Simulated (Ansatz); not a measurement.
**Calibrating HF/def2-TZVPP on molecular compounds of Mg**

The vertical ionisation energy (cation less neutral) in eV of 8 molecular compounds of Mg: x at HF/def2-TZVPP, y at CCSD(T)/def2-TZVPP. Shapes, held fixed at every level: PBE0-D4/def2-TZVP. Programs: Ansatz 0.2.0.

```
                            molecule  x (eV)  y (eV)
                         Mg(NH2)(SH)    7.47    8.95
CH6MgOSSi (SMILES C[S][Mg][O][SiH3])    7.80    8.91
                            Mg(SH)Cl    8.71    9.78
                             Mg(SH)F    8.74       ?
                            Mg(CH3)F    8.74    9.96
                             Mg(OH)F    9.55   11.23
            MgHCl (SMILES [MgH][Cl])    9.96   10.85
        MgBrCl (SMILES [Cl][Mg][Br])   10.08   11.00
```

Q: Fit y = c + s·x to the known rows and predict y for Mg(SH)F.

A: 
1. Means of the 7 rows: x = 8.9014, y = 10.097.
2. Σ(Δx)² = 6.2551, Σ(Δx·Δy) = 5.6282, so the slope is 5.6282/6.2551 = 0.89978.
3. Intercept: 10.097 − (0.89978) × 8.9014 = 2.088. The largest residual of the fit is 0.55.
4. Mg(SH)F: 2.088 + 0.89978 × 8.74 = 9.95 eV.

CCSD(T)/def2-TZVPP gives 9.82 eV, so the prediction is off by +0.13 eV, within the largest residual. The largest residual belongs to Mg(OH)F, which stands apart and tilts the line. Uncorrected, HF/def2-TZVPP misses it by -1.08 eV, and the other rows by 1.20 on average. The line removes about 90 % of this miss. Left out in turn, the other rows are missed by 0.28 eV on average, so much of the error is systematic among these molecules. Cations run unrestricted. Relativity is left out for Br. Outer-core shells of Br, Mg are correlated, in sets that cover them unevenly.

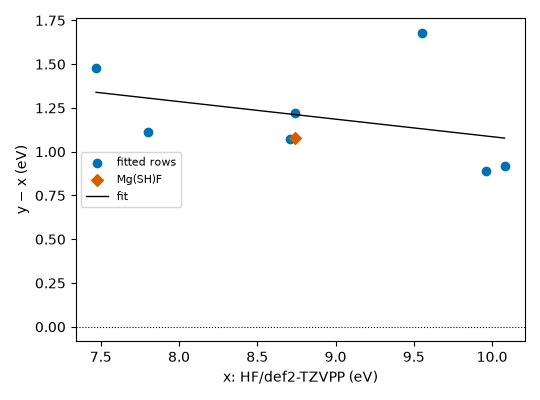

The correction y − x against x, with the fitted line and the withheld molecule.
